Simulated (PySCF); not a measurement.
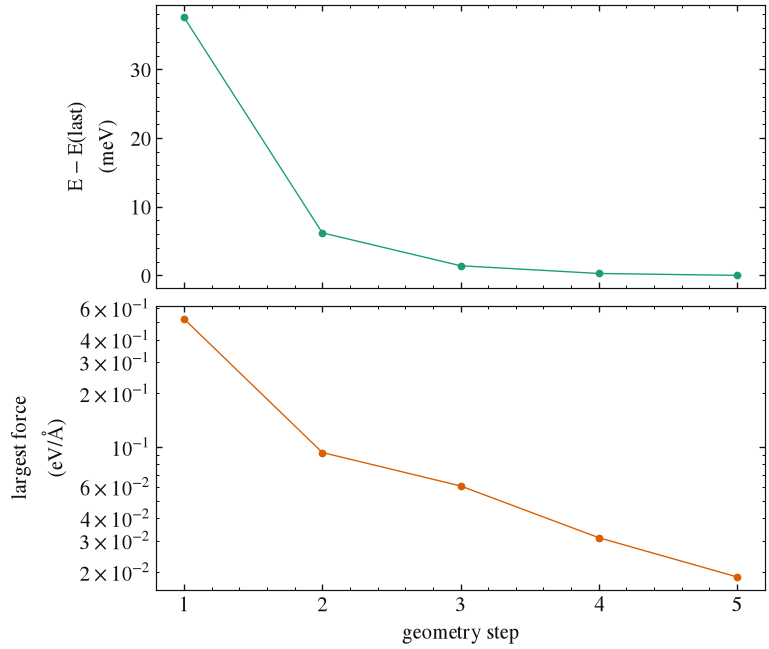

History of a geometry optimisation. The run: C3H8OS (SMILES CC[S@@](C)=O), by PySCF 2.14.0, density fitting, PBE0-D3(BJ)/def2-SVP, geometry optimisation.

The optimisation met its thresholds at geometry 5, counting the start as the first. The energy fell by about 38 meV from the first step to the last. The largest force goes from about 0.52 eV/Å at the start to 0.019 eV/Å at the end.
